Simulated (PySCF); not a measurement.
## Electronic structure of C₄H₁₂FPSi₂ (SMILES FCC/C(=C/[SiH3])[SiH2]P) in real space

Input file:

```
{"job": {"kind": "nmr", "xc": "PBE0", "basis": "pcSseg-1"}, "charge": 0, "multiplicity": 1}
F     -1.618267    -0.924530    -2.101348
C     -2.130570    -0.390717    -0.943534
C     -1.373532    -0.913320     0.272284
C      0.075680    -0.496891     0.221045
C      1.011394    -1.382087    -0.123648
Si     2.862476    -1.149043    -0.330033
Si     0.461534     1.315286     0.621055
P     -1.463355     2.336000     1.194743
H     -2.037638     0.698121    -1.032060
H     -3.187507    -0.674203    -0.908928
H     -1.860501    -0.503851     1.161621
H     -1.456464    -2.002905     0.297026
H      0.674342    -2.394498    -0.338345
H      3.193101    -1.280781    -1.751315
H      3.305558     0.151329     0.170734
H      3.525281    -2.220375     0.421996
H      1.341350     1.397749     1.794297
H      1.101460     1.988055    -0.517180
H     -1.582672     3.077278     0.034083
H     -0.846818     3.380063     1.854468
```

Launched as:

```sh
OMP_NUM_THREADS=1 python probes_run.py task.json out
```

Geometry: GFN2-xTB.

Level of theory: PBE0/pcSseg-1, SCF density, gas phase, non-relativistic in PySCF.

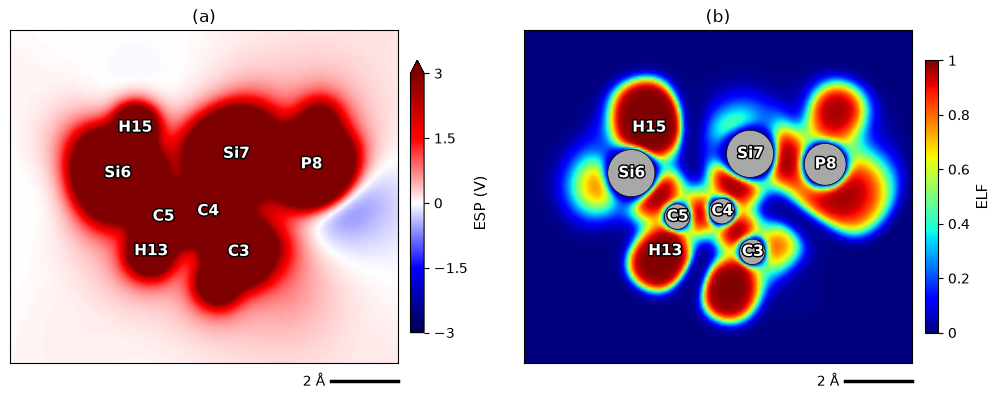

Figure 1. (a) electrostatic potential; (b) electron localisation function on the plane of atoms C3, C4 and Si7. Grey discs cover the atomic cores in the ELF map.

### Interpret the plot.

- The section cuts through C, Si, P and H sites.
- C–C (1.33 Å): the ELF peaks at about 0.90 between the atoms (a multiple bond).
- C–Si (1.88 Å): the ELF peaks at about 0.95 between the atoms (a shared electron pair).
- Si–P (2.25 Å): the ELF peaks at about 0.95 between the atoms; a covalent bond.
- C–H (1.09 Å): the ELF climbs to about 1 towards the hydrogen, as it does in any bond to H (a covalent bond by its length).
- C–C (1.51 Å): the ELF peaks at about 0.95 between the atoms: a covalent bond.
- The ELF also peaks beside P8, away from the bonds: lone-pair regions.
- Outside the dense part of the molecule the potential is most negative (−0.6 V) near P8.

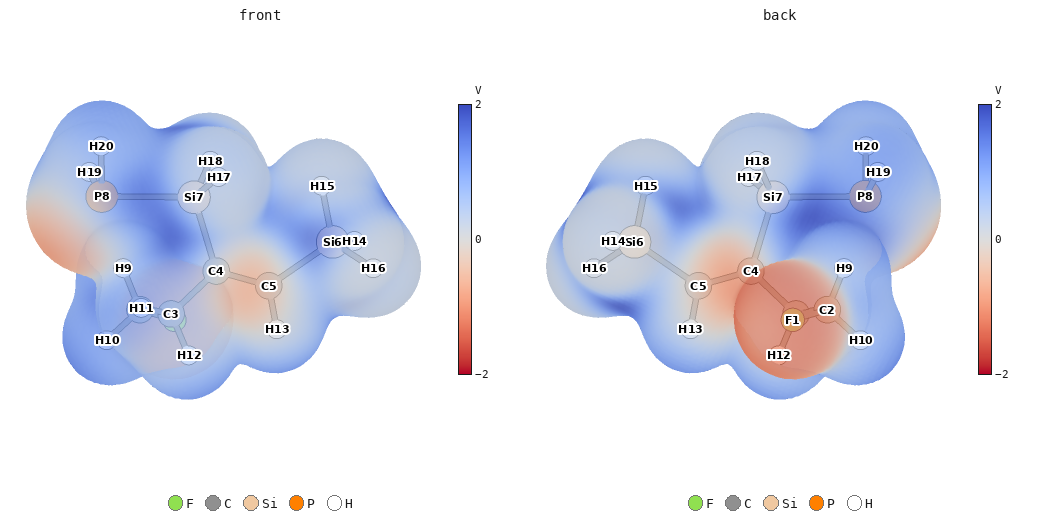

Figure 2. The molecular electrostatic potential painted on the density surface at 0.004 e/bohr³, seen from the front and from behind; the colour scale runs from red (negative) to blue (positive).

### Describe the electrostatic potential map.

The most negative region (about −1.3 V) lies over F1, the most positive (about +1.8 V) over Si6 and Si7.

### What dipole moment does the calculation give?

Its dipole moment is 1.13 D.
